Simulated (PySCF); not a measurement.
# CHBF₂S: NMR shifts at several levels of theory, part 2 of 2

PySCF 2.14.0. Atoms count from 0. The steps go on from the part before.

## Step 10: Nuclear shieldings: B97-D/pcSseg-2

The job: settings as JSON, then the geometry in Å.

```
{"job": {"kind": "nmr", "xc": "B97-D", "basis": "pcSseg-2", "pop": false}, "charge": 0, "multiplicity": 1}
F      1.288336     1.275834     0.136856
B      0.778484     0.068738     0.153482
F      1.582749    -0.940648     0.421481
C     -0.745959    -0.191608    -0.138227
S     -1.767025     0.985695    -0.571676
H     -1.113229    -1.227544    -0.046635
```

With the program's defaults for keys left out, this is: GIAO B97-D/pcSseg-2 NMR shielding, non-relativistic, gas phase.

Output:

```text
coarse grid: 6592 points
cycle   1  E = -661.4390962736  dE =  5.454e-01  |g| = 7.848e-01  |ddm| = 1.855e+00
cycle   2  E = -661.1951875527  dE =  2.439e-01  |g| = 1.503e+00  |ddm| = 9.105e-01
cycle   3  E = -661.5303471518  dE = -3.352e-01  |g| = 1.137e-01  |ddm| = 5.923e-01
cycle   4  E = -661.5321018005  dE = -1.755e-03  |g| = 7.434e-02  |ddm| = 1.286e-01
cycle   5  E = -661.5328760981  dE = -7.743e-04  |g| = 5.086e-02  |ddm| = 8.944e-02
cycle   6  E = -661.5336750020  dE = -7.989e-04  |g| = 4.351e-03  |ddm| = 4.159e-02
cycle   7  E = -661.5336783033  dE = -3.301e-06  |g| = 1.695e-03  |ddm| = 3.939e-03
final grid: 62744 points
cycle   8  E = -661.5270783649  dE = -1.810e-04  |g| = 2.435e-02  |ddm| = 4.026e-02
cycle   9  E = -661.5267261255  dE =  3.522e-04  |g| = 4.830e-02  |ddm| = 3.039e-02
cycle  10  E = -661.5271081218  dE = -3.820e-04  |g| = 1.288e-02  |ddm| = 3.121e-02
cycle  11  E = -661.5271593396  dE = -5.122e-05  |g| = 1.859e-03  |ddm| = 1.051e-02
cycle  12  E = -661.5271598706  dE = -5.311e-07  |g| = 2.357e-04  |ddm| = 1.061e-03
cycle  13  E = -661.5271598817  dE = -1.109e-08  |g| = 7.493e-05  |ddm| = 2.781e-04
cycle  14  E = -661.5271598835  dE = -1.748e-09  |g| = 1.677e-05  |ddm| = 7.583e-05
cycle  15  E = -661.5271598835  dE = -6.389e-11  |g| = 3.314e-06  |ddm| = 1.506e-05
converged SCF energy = -661.5271598835

GIAO shielding tensors (ppm)
atom      isotropic    diamagn.    paramagn.     s11        s22        s33       span
  0 F      271.265     467.890    -196.625    143.224    276.902    393.668    250.445
  1 B       97.367     194.288     -96.921     69.209     77.163    145.730     76.521
  2 F      286.274     468.146    -181.872    109.818    368.866    380.138    270.320
  3 C     -123.938     249.685    -373.623   -310.511   -214.451    153.148    463.659
  4 S    -1537.901    1057.589   -2595.490  -4725.668   -678.789    790.754   5516.422
  5 H       17.096      28.849     -11.753     10.137     20.124     21.026     10.890
```

Wall time 18 s (1 thread of Arm Neoverse V1, shared host); peak memory 0.73 GiB.

In short: δ C3 303.0, F0 -124.6, B1 -1.0, S4 2041, H5 14.30 ppm (means over like atoms).

## Step 11: Nuclear shieldings: B3LYP/pcSseg-2

The job, as its differences from that of step 10:

```diff
@@ -1,2 +1,2 @@
-{"job": {"kind": "nmr", "xc": "B97-D", "basis": "pcSseg-2", "pop": false}, "charge": 0, "multiplicity": 1}
+{"job": {"kind": "nmr", "xc": "B3LYP", "basis": "pcSseg-2", "pop": false}, "charge": 0, "multiplicity": 1}
 F      1.288336     1.275834     0.136856
```

Method: GIAO B3LYP/pcSseg-2 NMR shielding, non-relativistic, gas phase.

Output:

```text
coarse grid: 6592 points
cycle   1  E = -661.6143420780  dE =  5.623e-01  |g| = 6.843e-01  |ddm| = 1.814e+00
cycle   2  E = -661.4974505326  dE =  1.169e-01  |g| = 1.126e+00  |ddm| = 7.447e-01
cycle   3  E = -661.6848026920  dE = -1.874e-01  |g| = 1.087e-01  |ddm| = 4.773e-01
cycle   4  E = -661.6865098368  dE = -1.707e-03  |g| = 6.917e-02  |ddm| = 1.171e-01
cycle   5  E = -661.6878110141  dE = -1.301e-03  |g| = 1.511e-02  |ddm| = 6.645e-02
cycle   6  E = -661.6878749394  dE = -6.393e-05  |g| = 1.729e-03  |ddm| = 1.399e-02
cycle   7  E = -661.6878753649  dE = -4.255e-07  |g| = 3.316e-04  |ddm| = 1.285e-03
final grid: 62744 points
cycle   8  E = -661.6871341717  dE = -1.002e-04  |g| = 3.663e-03  |ddm| = 2.289e-02
cycle   9  E = -661.6871284220  dE =  5.750e-06  |g| = 5.808e-03  |ddm| = 4.973e-03
cycle  10  E = -661.6871362942  dE = -7.872e-06  |g| = 1.480e-03  |ddm| = 4.673e-03
cycle  11  E = -661.6871369156  dE = -6.215e-07  |g| = 4.056e-04  |ddm| = 1.576e-03
cycle  12  E = -661.6871369439  dE = -2.826e-08  |g| = 1.330e-04  |ddm| = 2.088e-04
cycle  13  E = -661.6871369469  dE = -3.049e-09  |g| = 2.792e-05  |ddm| = 9.244e-05
cycle  14  E = -661.6871369471  dE = -1.648e-10  |g| = 4.610e-06  |ddm| = 2.740e-05
converged SCF energy = -661.6871369471

GIAO shielding tensors (ppm)
atom      isotropic    diamagn.    paramagn.     s11        s22        s33       span
  0 F      273.188     467.738    -194.550    140.335    282.969    396.261    255.926
  1 B       95.946     193.012     -97.067     67.358     77.170    143.309     75.951
  2 F      287.836     467.929    -180.093    110.423    371.378    381.708    271.285
  3 C     -139.347     248.439    -387.786   -331.175   -242.416    155.550    486.725
  4 S    -1679.816    1056.476   -2736.293  -5043.300   -784.279    788.129   5831.429
  5 H       17.193      28.985     -11.792      9.951     20.614     21.014     11.063
```

Run time: 13 s. Hardware: 1 thread of Arm Neoverse V1, shared host; peak memory 0.86 GiB.

Key values: δ C3 318.5, F0 -110.8, B1 0.4, S4 2172, H5 14.20 ppm (means over like atoms).

## Step 12: Side by side: NMR shifts

Shifts (ppm), means over like atoms, with basis size and wall time:

```csv
run,C3,H5,F0,B1,S4,functions,time
HF/pcSseg-2,308.0,13.27,-76.3,7.3,1925,201,7.6 s
LDA/pcSseg-2,343.6,15.17,-124.7,-5.4,2468,201,15 s
PBE/pcSseg-2,320.5,14.73,-123.9,-2.8,2184,201,18 s
BLYP/pcSseg-2,317.4,14.52,-124.5,-2.3,2186,201,19 s
BP86/pcSseg-2,318.4,14.63,-123.9,-2.4,2168,201,17 s
OPBE/pcSseg-2,306.2,14.72,-121.3,-1.6,2017,201,18 s
KT2/pcSseg-2,295.3,14.06,-135.2,-1.5,1922,201,18 s
KT3/pcSseg-2,288.8,14.02,-131.3,-0.7,1863,201,18 s
B97-D/pcSseg-2,303.0,14.30,-124.6,-1.0,2041,201,18 s
B3LYP/pcSseg-2,318.5,14.20,-110.8,0.4,2172,201,13 s
```

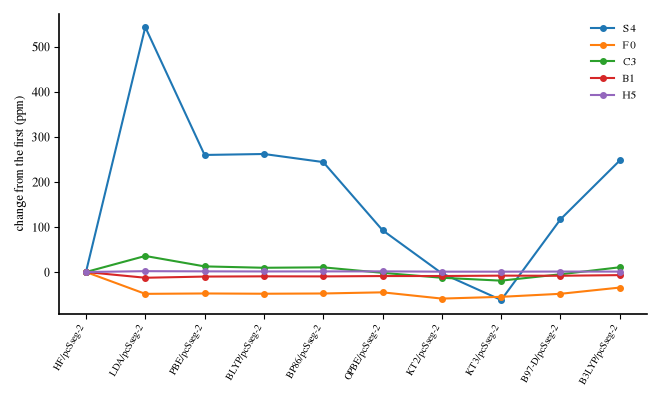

How the tabulated atoms move from run to run.

## Step 13: What came out

The summary covers parts 1 to 2.

```
                                                               quantity             value
                                   13C shifts against TMS (HF/pcSseg-2)         308.0 ppm
                                    1H shifts against TMS (HF/pcSseg-2)         13.27 ppm
19F shifts against CFCl3 (HF/pcSseg-2, means over atoms taken as alike)         -76.3 ppm
                              11B shifts against BF3·OEt2 (HF/pcSseg-2)           7.3 ppm
                                   33S shifts against CS2 (HF/pcSseg-2)          1925 ppm
                                               range of the shift of S4  1863 to 2468 ppm
```

What this shows: Single values in the summary come from the first sound run of each kind (HF/pcSseg-2), which need not be the best level. At HF/pcSseg-2: The widest tensor belongs to S4: span 4982 ppm, with a paramagnetic part of -2458 ppm. In ppm, S4 moves most: its shift spreads over 605 ppm, from 1863 (KT3/pcSseg-2) to 2468 (LDA/pcSseg-2).
